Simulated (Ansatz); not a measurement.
Band structure of ZnS (F-43m, 2 atoms in the cell).

```
CELL_PARAMETERS angstrom
      0.00000     2.69018     2.69018
      2.69018     0.00000     2.69018
      2.69018     2.69018     0.00000
ATOMIC_POSITIONS crystal
  Zn 0.00000 0.00000 0.00000
  S  0.25000 0.25000 0.25000
```

Method of the run: PBE, PAW files (plane waves; Ansatz, a first-principles code).

Settings: kpoints.mp_grid.grid = 11 11 11; hamiltonian.xc = pbe; hamiltonian.pseudopotentials = {kind: paw} (the program's default PAW files); scf.occupations.method = fermi_dirac; scf.occupations.width = 0.0007 Ry; kpoints.band_path.npoints = 8.

The starting cell comes from a database of computed structures (which also holds hypothetical and non-ambient phases and stackings), without a prior relaxation at this level. Its lattice was rescaled by a random factor within 2.5 % of one.

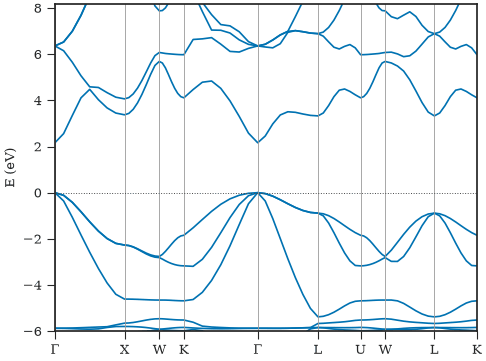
Fig. 1. Bands along the path, energies from the top of the valence band on the path.

Task: Read off roughly the gap and where its edges lie.

Result: The gap along the path is about 2.2 eV (computed: 2.16 eV), direct at Γ to within 0.01 eV.

Levels in eV from the top of the valence band on the path, bands 6 to 12:
```
point      6      7      8      9    10    11     12
-----  -----  -----  -----  -----  ----  ----  -----
Γ      -5.88   0.00   0.00   0.00  2.16  6.36   6.36
X      -5.65  -4.61  -2.27  -2.27  3.37  4.06  11.04
W      -5.46  -4.65  -2.81  -2.76  5.69  6.07   7.88
K      -5.52  -4.69  -3.17  -1.85  4.11  5.98   9.38
L      -5.67  -5.38  -0.89  -0.89  3.33  6.89   6.89
U      -5.52  -4.69  -3.17  -1.85  4.11  5.98   9.38
```

Keys are those of Ansatz 0.2.
